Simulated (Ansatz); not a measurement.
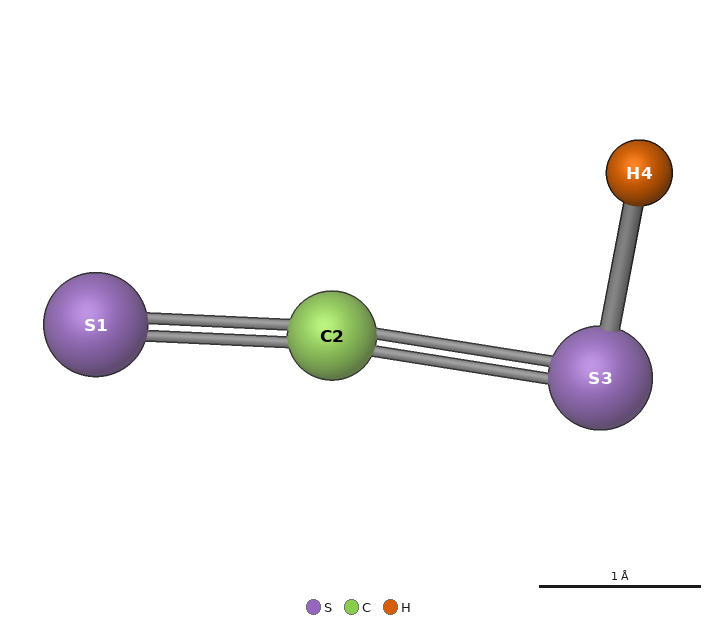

Simulated data, not a measurement (program: Ansatz).

Orthographic view. Atoms fade into the background with distance from the viewer. Charge +1, singlet. Geometry: atoms displaced at random (about 0.04 Å) from a stationary point of PBE0-D4.

Write a MOL file (V2000) with the atoms in numerical order, bonds sorted by atom number with the orders drawn, and coordinates in the frame of the picture: x right, y up, z towards the viewer, origin at the mean position.

```
CHS2
                    3D

  4  3  0  0  0  0  0  0  0  0999 V2000
   -2.0000   -0.1400   -0.0500 S   0  0  0  0  0  0  0  0  0  0  0  0
   -0.5300   -0.2000   -0.1100 C   0  0  0  0  0  0  0  0  0  0  0  0
    1.1400   -0.4700   -0.0800 S   0  0  0  0  0  0  0  0  0  0  0  0
    1.3800    0.8100    0.2400 H   0  0  0  0  0  0  0  0  0  0  0  0
  1  2  2  0
  2  3  2  0
  3  4  1  0
M  CHG  1   3   1
M  END
```
